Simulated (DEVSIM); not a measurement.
System: abrupt Ge n-p junction, at 300 K.

| layer (left to right) | material | thickness (μm) | Nd (cm⁻³) | Na (cm⁻³) | τn (s) | τp (s) |
|---|---|---|---|---|---|---|
| 1 | Ge | 2.60 | 4.9e17 | - | 5.7e-6 | 5.7e-6 |
| 2 | Ge | 30.0 | - | 1.5e15 | 5.7e-6 | 5.7e-6 |

Left contact: ohmic. Right contact: ohmic. Voltage is applied to the left contact. Recombination: SRH at mid-gap, radiative. Mobility is μmin + (μ − μmin)/(1 + (N/Nref)^α).

Constants are typed, rounded textbook-type inputs, not results; the design itself was drawn at random and stands for no fabricated device. Values at 300 K.

| parameter | Ge |
|---|---|
| gap (eV) | 0.664 |
| affinity (eV) | 4 |
| permittivity | 16 |
| Nc (cm⁻³) | 1.04e19 |
| Nv (cm⁻³) | 6e18 |
| μn (cm²/Vs) | 3900 |
| μp (cm²/Vs) | 1900 |
| μn,min | 150 |
| μp,min | 100 |
| Nref,n | 2.6e17 |
| Nref,p | 4e17 |
| αn | 0.56 |
| αp | 0.6 |
| B (cm³/s) | 6.4e-14 |

Model (solved in DEVSIM): 1D drift-diffusion, Boltzmann statistics, complete ionisation; no tunnelling, impact ionisation, image-force lowering or self-heating.

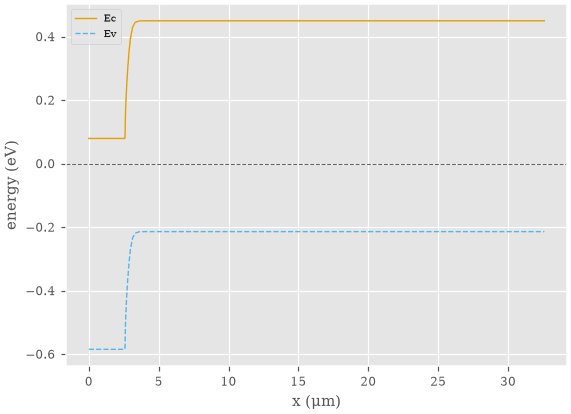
*Band edges at zero bias*

Energies count from the Fermi level of the right contact; mesh points crowd at the junctions.

```tsv
x (μm)	Ec (eV)	Ev (eV)	n (cm⁻³)	p (cm⁻³)	field (V/cm)
0.000	0.079	-0.585	4.9e17	8.9e8	≈ 0
0.03459	0.079	-0.585	4.9e17	8.9e8	≈ 0
0.1239	0.079	-0.585	4.9e17	8.9e8	≈ 0
0.3337	0.079	-0.585	4.9e17	8.9e8	≈ 0
1.167	0.079	-0.585	4.9e17	8.9e8	≈ 0
2.030	0.079	-0.585	4.9e17	8.9e8	≈ 0
2.378	0.079	-0.585	4.9e17	8.9e8	≈ 0
2.550	0.079	-0.585	4.9e17	8.9e8	36
2.594	0.091	-0.573	3.0e17	1.4e9	17000
2.624	0.158	-0.506	2.3e16	1.9e10	15000
2.694	0.232	-0.432	1.3e15	3.3e11	8500
2.976	0.394	-0.270	2.5e12	1.7e14	3400
3.598	0.449	-0.215	3.0e11	1.5e15	43
5.080	0.450	-0.214	2.9e11	1.5e15	≈ 0
11.08	0.450	-0.214	2.9e11	1.5e15	≈ 0
21.78	0.450	-0.214	2.9e11	1.5e15	≈ 0
28.38	0.450	-0.214	2.9e11	1.5e15	≈ 0
30.89	0.450	-0.214	2.9e11	1.5e15	≈ 0
32.11	0.450	-0.214	2.9e11	1.5e15	≈ 0
32.42	0.450	-0.214	2.9e11	1.5e15	≈ 0
32.54	0.450	-0.214	2.9e11	1.5e15	≈ 0
32.60	0.450	-0.214	2.9e11	1.5e15	≈ 0
```
